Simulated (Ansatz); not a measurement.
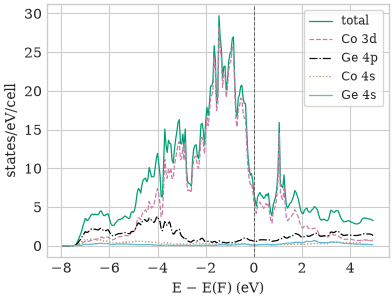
*Total and projected density of states of Co2Ge in space group Pnma (No. 62; Co on 4c, Co on 4c, Ge on 4c), plane-wave PAW r²SCAN (Ansatz code)*

Which orbitals carry the states next to the Fermi level?

Within 0.5 eV of the Fermi level: Co 3d 86 %, Ge 4p 8 %. Projections are on Löwdin-orthogonalised atomic valence shells; empty p or d shells of many metals are not among them.

Where is the tallest occupied peak in this window, and what makes it?

Near -1.4 eV, about 30 states/eV per cell; the largest projected share is Co 3d.

The workflow started from a Materials Project entry (that database holds measured and hypothetical structures alike); the Crystallography Open Database copy checked does not list it. Whether it is the stable phase at ambient conditions was not checked. The cell was relaxed with r²SCAN under the symmetry of its start; whether a distortion lowers the energy is not shown. The final state is ferromagnetic, chosen from 2 collinear starts compared on coarse meshes (ties went to the first, and starts can fall back to one state), not a proven ground state. Other orbital occupations within this spin state were not tried. Spin–orbit coupling is left out wherever it is not named.

Potentials: the later of the program's two PAW sets.
